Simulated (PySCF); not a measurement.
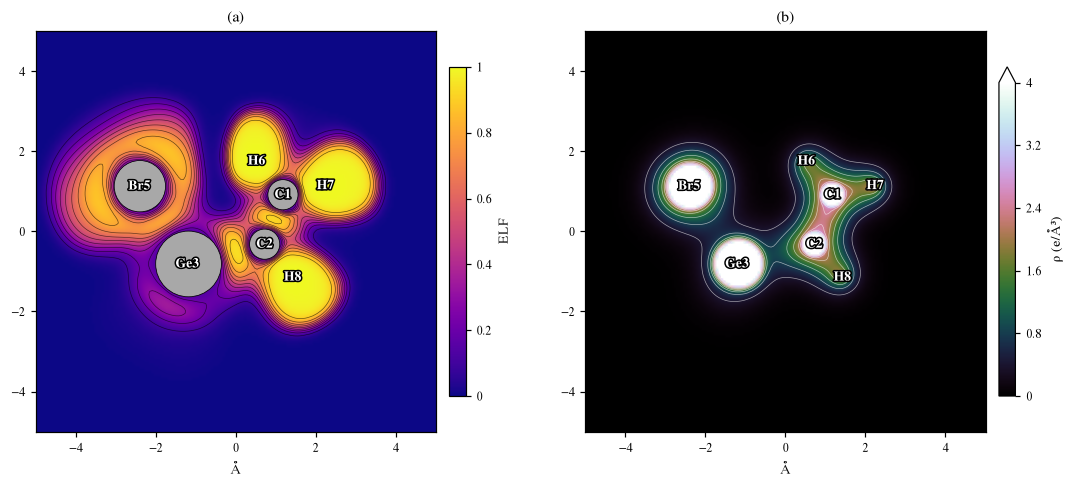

*C₃H₇BrGe. (a) ELF; (b) total electron density on the plane of atoms C2, Ge3 and Br5. Grey discs cover the atomic cores in the ELF map.*

Geometry: GFN2-xTB.

Theory: PySCF, CAM-B3LYP/def2-SVPD, SCF density, gas phase.

```xyz
12

C    -2.2370   -0.3590    0.4516
C    -1.3035   -0.1336   -0.4569
Ge    0.4171    0.7462   -0.0998
C     2.0004   -0.4278   -0.2943
Br    0.3779    1.4789    2.0718
H    -2.1161   -0.0509    1.4798
H    -3.1653   -0.8564    0.2135
H    -1.4571   -0.4536   -1.4790
H     0.5746    2.0201   -0.9254
H     2.8989    0.0816    0.0467
H     2.1394   -0.7151   -1.3324
H     1.8720   -1.3312    0.2983
```

**Describe what can be read from this map.**

- The section cuts through C, Ge, Br and H sites.
- C–C (1.32 Å): the density is about 2.3 e/Å³ at the midpoint; the ELF peaks at about 0.90 between the atoms; a multiple bond.
- C–Ge (1.97 Å): ρ at the midpoint is about 0.88 e/Å³; the ELF peaks at about 0.95 in the valence shell of C, 0.7 Å from its nucleus, and is about 0.75 at the midpoint.
- Ge–Br (2.29 Å): ρ at the midpoint is about 0.68 e/Å³; the ELF peaks at about 0.80 in the valence shell of Br, 1.0 Å from its nucleus, and is about 0.75 at the midpoint.
- C–H (1.08 Å): ρ at the midpoint is about 2 e/Å³; the ELF climbs to about 1 towards the hydrogen, as it does in any bond to H: an ordinary covalent bond to hydrogen.
- The ELF also peaks beside Br5, away from the bonds: lone-pair regions.
